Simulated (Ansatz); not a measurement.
**One shape, several levels: doublet [SiPH5O2]+**

Wanted: a comparison of 6 runs (UHF/6-31G*, U-r2SCAN/6-31G*, U-r2SCAN0/6-31G*, UHSE06/6-31G*, USVWN5/6-31G*, UCCSD(T)/6-31G*) of doublet [SiPH5O2]+. 

Program for the calculation: Ansatz 0.2.0.

84 further runs of the same task are left out: 84 set aside as unsound or not needed.

### 1 Starting point

[SiPH5O2]+ has 9 atoms, charge +1, and is taken as a doublet. As SMILES of the parent species, `O[SiH2]OP`. The coordinates come from a PBE0-D4/def2-TZVP relaxation. This is one conformer, not always the lowest. That shape belongs to the parent species and isn't relaxed for this state.

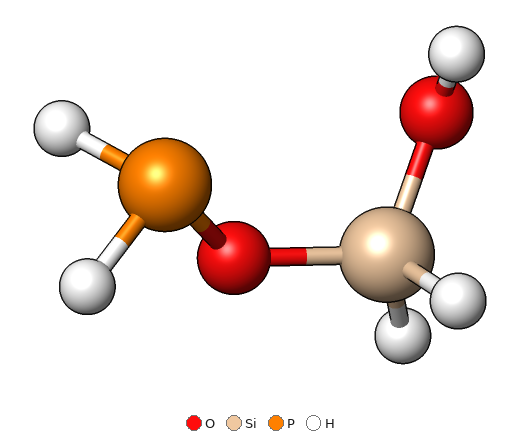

The structure, seen from a chosen angle (oxygen red, silicon light orange, phosphorus orange, hydrogen white).

### 2 A single-point energy at UHF/6-31G(d) (spherical functions) (run 1)

The input, run.yaml:

```yaml
crystal:
  periodic: [false, false, false]
  atoms:
    - symbol: O
      position_ang: [-0.307900, 1.144300, -1.642900]
    - symbol: Si
      position_ang: [0.817700, 0.562000, -0.606400]
    - symbol: O
      position_ang: [0.302400, -0.778100, 0.201800]
    - symbol: P
      position_ang: [-0.942200, -0.834900, 1.277600]
    - symbol: H
      position_ang: [-0.998700, 1.706900, -1.290600]
    - symbol: H
      position_ang: [1.170600, 1.605300, 0.391300]
    - symbol: H
      position_ang: [1.964500, 0.123500, -1.421100]
    - symbol: H
      position_ang: [-0.305900, -1.590900, 2.302600]
    - symbol: H
      position_ang: [-1.612000, -1.984300, 0.770600]
basis:
  gaussian: {orbitals: 6-31G_st_-spherical.json}
total_charge: 1
magnetization: {spin_polarized: true, initial_magnetization: 1}
hamiltonian: {xc: hf}
accuracy: high
output: {orbitals: {seedname: orbitals}}
```

The basis set 6-31G* is read from a file made from the Basis Set Exchange's data (not shown).

Command:

```sh
$ ansatz run run.yaml --threads 1 --pin off --max-ram 3480MiB --events-out events.jsonl --progress --plain --runs-dir runs
```

Output:

```text
Warning: RAYON_NUM_THREADS=1 ignored (pool sized by the plan → 1); use --threads N
Functional definition: HF
  name "HF"
  exchange = exact_x
  correlation = 0
1666 factors; integrals over basis functions are off by at most 4.4e-9 eV
mean field evaluation 1: about -21271.2538 eV, gradient 4.5e1 eV
mean field evaluation 2: about -21271.3762 eV, gradient 4.5e1 eV
mean field evaluation 4: about -21279.5709 eV, gradient 3.4e0 eV
mean field evaluation 8: about -21279.6880 eV, gradient 5.6e-1 eV
mean field evaluation 16: about -21279.6970 eV, gradient 3.0e-8 eV
mean field evaluation 32: about -21277.4534 eV, gradient 2.0e0 eV
mean field -21279.69696104 eV, -782.0144394214 hartree, gradient 3.9e-8 eV, S^2 0.762731; 0 other end points of the search recorded, 0 dependent functions left out
reference -21279.69696104 eV, -782.0144394214 hartree; 25, 24 occupied and 49, 50 virtual orbitals, 1666 factors
Total energy: -21279.69696104 eV, -782.0144394214 hartree
```

Wall time 1.7 s (1 thread of AMD EPYC 9R45 (Zen 5), shared host); peak memory 0.26 GiB.

### 3 The energy at U-r2SCAN/6-31G(d) (spherical functions) (run 2)

The input, molecule.yaml:

```yaml
crystal:
  periodic: [false, false, false]
  atoms:
    - symbol: O
      position_ang: [-0.307900, 1.144300, -1.642900]
    - symbol: Si
      position_ang: [0.817700, 0.562000, -0.606400]
    - symbol: O
      position_ang: [0.302400, -0.778100, 0.201800]
    - symbol: P
      position_ang: [-0.942200, -0.834900, 1.277600]
    - symbol: H
      position_ang: [-0.998700, 1.706900, -1.290600]
    - symbol: H
      position_ang: [1.170600, 1.605300, 0.391300]
    - symbol: H
      position_ang: [1.964500, 0.123500, -1.421100]
    - symbol: H
      position_ang: [-0.305900, -1.590900, 2.302600]
    - symbol: H
      position_ang: [-1.612000, -1.984300, 0.770600]
basis:
  gaussian: {orbitals: 6-31G_st_-spherical.json}
total_charge: 1
magnetization: {spin_polarized: true, initial_magnetization: 1}
hamiltonian: {xc: {name: r2SCAN}}
accuracy: high
output: {orbitals: {seedname: orbitals}}
```

The basis set 6-31G* is read from a file made from the Basis Set Exchange's data (not shown).

Command:

```sh
$ ansatz run molecule.yaml --threads 1 --pin off --max-ram 3480MiB --events-out events.jsonl --progress --plain --runs-dir runs
```

Output:

```text
Warning: RAYON_NUM_THREADS=1 ignored (pool sized by the plan → 1); use --threads N
Functional definition: r2SCAN
  name "r2SCAN"
  parameter k0 = 0.174
  parameter k1 = 0.065
  parameter a1 = 4.9479
  exchange = r2scan_x(k0 = k0, k1 = k1, a1 = a1)
  correlation = r2scan_c
1666 factors; integrals over basis functions are off by at most 4.4e-9 eV
mean field evaluation 1: about -21311.0857 eV, gradient 7.0e1 eV
mean field evaluation 2: about -21100.3915 eV, gradient 1.8e2 eV
mean field evaluation 4: about -21318.7058 eV, gradient 4.3e1 eV
mean field evaluation 8: about -21329.4814 eV, gradient 2.1e0 eV
mean field evaluation 16: about -21329.5067 eV, gradient 1.5e-3 eV
mean field evaluation 32: about -21325.0351 eV, gradient 1.5e1 eV
mean field -21329.50670059 eV, -783.8449135879 hartree, gradient 8.5e-8 eV, S^2 0.753686; 5 other end points of the search recorded, 0 dependent functions left out
reference -21329.50670286 eV, -783.8449136713 hartree; 25, 24 occupied and 49, 50 virtual orbitals, 1666 factors
Total energy: -21329.50670286 eV, -783.8449136713 hartree
```

Run time: 10 s. Hardware: 1 thread of AMD EPYC 9R45 (Zen 5), shared host; peak memory 0.43 GiB.

Run 3 isn't shown in full; the table further down has it.

### 4 The energy at UHSE06/6-31G(d) (spherical functions) (run 4)

The input, job.yaml:

```yaml
crystal:
  periodic: [false, false, false]
  atoms:
    - {symbol: O, position_ang: [-0.307900, 1.144300, -1.642900]}
    - {symbol: Si, position_ang: [0.817700, 0.562000, -0.606400]}
    - {symbol: O, position_ang: [0.302400, -0.778100, 0.201800]}
    - {symbol: P, position_ang: [-0.942200, -0.834900, 1.277600]}
    - {symbol: H, position_ang: [-0.998700, 1.706900, -1.290600]}
    - {symbol: H, position_ang: [1.170600, 1.605300, 0.391300]}
    - {symbol: H, position_ang: [1.964500, 0.123500, -1.421100]}
    - {symbol: H, position_ang: [-0.305900, -1.590900, 2.302600]}
    - {symbol: H, position_ang: [-1.612000, -1.984300, 0.770600]}
basis:
  gaussian:
    orbitals: 6-31G_st_-spherical.json
hamiltonian:
  xc: {name: HSE06}
accuracy: high
output: {orbitals: {seedname: orbitals}}
total_charge: 1
magnetization:
  spin_polarized: true
  initial_magnetization: 1
```

The basis set 6-31G* is read from a file made from the Basis Set Exchange's data (not shown).

Command:

```sh
$ ansatz run job.yaml --threads 1 --pin off --max-ram 3480MiB --events-out events.jsonl --progress --plain --runs-dir runs
```

Output:

```text
Warning: RAYON_NUM_THREADS=1 ignored (pool sized by the plan → 1); use --threads N
Functional definition: HSE06
  name "HSE06"
  parameter a = 0.25
  parameter omega = 0.11/bohr
  exchange = pbe_x - a*pbe_x_sr(omega) + a*exact_x_sr(omega)
  correlation = pbe_c
1666 factors; integrals over basis functions are off by at most 4.4e-9 eV
105 factors; integrals over basis functions are off by at most 1.5e-9 eV
mean field evaluation 1: about -21304.6867 eV, gradient 6.6e1 eV
mean field evaluation 2: about -21153.9893 eV, gradient 1.6e2 eV
mean field evaluation 4: about -21311.8016 eV, gradient 3.9e1 eV
mean field evaluation 8: about -21320.9925 eV, gradient 9.2e-1 eV
mean field evaluation 16: about -21321.0283 eV, gradient 2.0e-3 eV
mean field evaluation 32: about -21315.6227 eV, gradient 2.5e1 eV
mean field -21321.02827281 eV, -783.5333371138 hartree, gradient 5.8e-8 eV, S^2 0.754339; 4 other end points of the search recorded, 0 dependent functions left out
reference -21321.02827639 eV, -783.5333372453 hartree; 25, 24 occupied and 49, 50 virtual orbitals, 1666 factors
Total energy: -21321.02827639 eV, -783.5333372453 hartree
```

It took 6.6 s on 1 thread of AMD EPYC 9R45 (Zen 5), shared host; peak memory 0.39 GiB.

Run 5 isn't shown in full; the table further down has it.

### 5 A single-point energy at UCCSD(T)/6-31G(d) (spherical functions) (run 6)

The input, in.yaml:

```yaml
crystal:
  periodic: [false, false, false]
  atoms:
    - symbol: O
      position_ang: [-0.307900, 1.144300, -1.642900]
    - symbol: Si
      position_ang: [0.817700, 0.562000, -0.606400]
    - symbol: O
      position_ang: [0.302400, -0.778100, 0.201800]
    - symbol: P
      position_ang: [-0.942200, -0.834900, 1.277600]
    - symbol: H
      position_ang: [-0.998700, 1.706900, -1.290600]
    - symbol: H
      position_ang: [1.170600, 1.605300, 0.391300]
    - symbol: H
      position_ang: [1.964500, 0.123500, -1.421100]
    - symbol: H
      position_ang: [-0.305900, -1.590900, 2.302600]
    - symbol: H
      position_ang: [-1.612000, -1.984300, 0.770600]
basis:
  gaussian: {orbitals: 6-31G_st_-spherical.json}
total_charge: 1
magnetization: {spin_polarized: true, initial_magnetization: 1}
correlation: {method: ccsd_t, frozen_orbitals: {H: 0, O: 1, P: 5, Si: 5}}
accuracy: high
scf: {omitted_lower_state_checks: [cluster_reference, increment]}
```

The basis set 6-31G* is read from a file made from the Basis Set Exchange's data (not shown).

Command:

```sh
$ ansatz run in.yaml --threads 1 --pin off --max-ram 3480MiB --events-out events.jsonl --progress --plain --runs-dir runs
```

Output:

```text
Warning: RAYON_NUM_THREADS=1 ignored (pool sized by the plan → 1); use --threads N
[... 13 lines left out ...]
12 core orbitals not correlated: weight in the atoms' cores, before any rotation towards them, 1.000 or more for the frozen orbitals, at most 0.000 for the correlated occupied ones
[... 37 lines left out ...]
Total energy: -21295.23009045 eV, -782.5852713986 hartree
Checks for a lower state left out: cluster_reference, increment
```

It took 18 s on 1 thread of AMD EPYC 9R45 (Zen 5), shared host; peak memory 0.57 GiB.

### 6 The series

```tsv
run	level	frozen core orbitals	energy (Eh)	HOMO energy (eV)	LUMO energy (eV)	⟨S²⟩	wall time
1	UHF/6-31G* (spherical functions)	–	-782.014439	-17.06	-7.93	0.763	1.7 s
2	U-r2SCAN/6-31G* (spherical functions)	–	-783.844914	-12.89	-12.41	0.754	10 s
3	U-r2SCAN0/6-31G* (spherical functions)	–	-783.810506	-13.92	-11.70	0.757	11 s
4	UHSE06/6-31G* (spherical functions)	–	-783.533337	-13.37	-12.17	0.754	6.6 s
5	USVWN5/6-31G* (spherical functions)	–	-780.447739	-12.80	-12.43	0.751	3 s
6	UCCSD(T)/6-31G* (spherical functions)	12	-782.585271	–	–	0.763	18 s
```

### 7 Outcome

| quantity | value |
| --- | --- |
| run 6: total energy | -782.58527 Eh |
| run 6: correlation energy (12 core orbitals frozen) | -570.8 mEh |
| run 6: (T) correction | -13.45 mEh |
| run 6: ⟨S²⟩ of the reference determinant | 0.763 |
| run 6: T1 diagnostic | 0.021 |

Totals of different functionals can't be ranked against each other. All runs together took 51 s, the longest 18 s.
